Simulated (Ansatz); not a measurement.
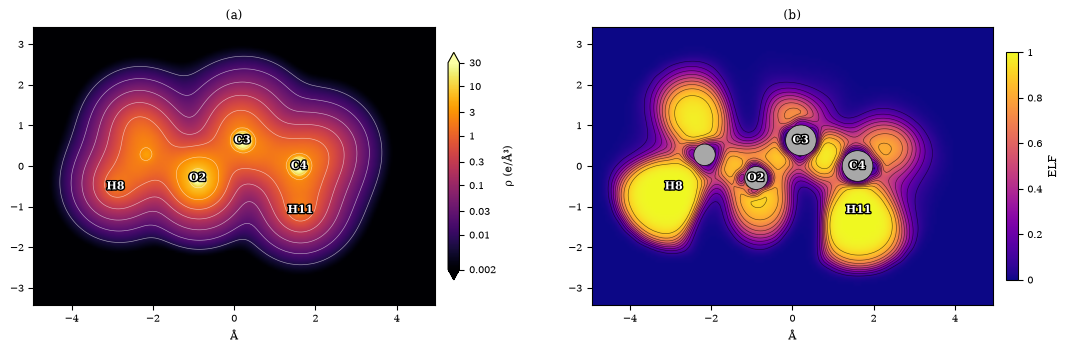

The picture shows: C4H8O2 (SMILES COC1CCO1). (a) total electron density; (b) electron localisation function on the plane of atoms O2, C3 and C4. Grey discs cover the atomic cores in the ELF map.

Not at a stationary point (largest force 1.4 eV/Å).

Theory: Ansatz 0.2.0, SCF B3LYP, Gaussian basis.

```yaml
atoms:
  - { symbol: C, position_ang: [2.2020, -0.5692, 0.1270] }
  - { symbol: O, position_ang: [1.0161, -0.1277, 0.7706] }
  - { symbol: C, position_ang: [0.0601, 0.5243, -0.0848] }
  - { symbol: C, position_ang: [-1.3285, 0.7380, 0.5209] }
  - { symbol: C, position_ang: [-1.7625, -0.3664, -0.4339] }
  - { symbol: O, position_ang: [-0.4864, -0.3381, -1.1136] }
  - { symbol: H, position_ang: [1.9695, -1.3521, -0.6003] }
  - { symbol: H, position_ang: [2.8754, -0.9801, 0.8836] }
  - { symbol: H, position_ang: [2.6984, 0.2693, -0.3701] }
  - { symbol: H, position_ang: [0.4809, 1.4368, -0.5233] }
  - { symbol: H, position_ang: [-1.4280, 0.4957, 1.5817] }
  - { symbol: H, position_ang: [-1.7649, 1.7199, 0.3195] }
  - { symbol: H, position_ang: [-1.9449, -1.3422, 0.0260] }
  - { symbol: H, position_ang: [-2.5871, -0.1082, -1.1035] }
```

> Read the bonding off the picture.

Atoms in the plane: O, C and H.
C–O (1.44 Å): the density is about 1.9 e/Å³ at the midpoint, with its minimum of 1.7 e/Å³ about 0.5 Å from C; the ELF peaks at about 0.85 between the atoms (a polar covalent bond).
C–C (1.53 Å): the density is about 1.7 e/Å³ at the midpoint; the ELF peaks at about 0.95 between the atoms; a covalent bond.
C–H (1.09 Å): ρ is about 2 e/Å³ halfway; the ELF climbs to about 1 towards the hydrogen, as it does in any bond to H; an ordinary covalent bond to hydrogen.
The ELF also peaks beside O2, away from the bonds: lone-pair regions.
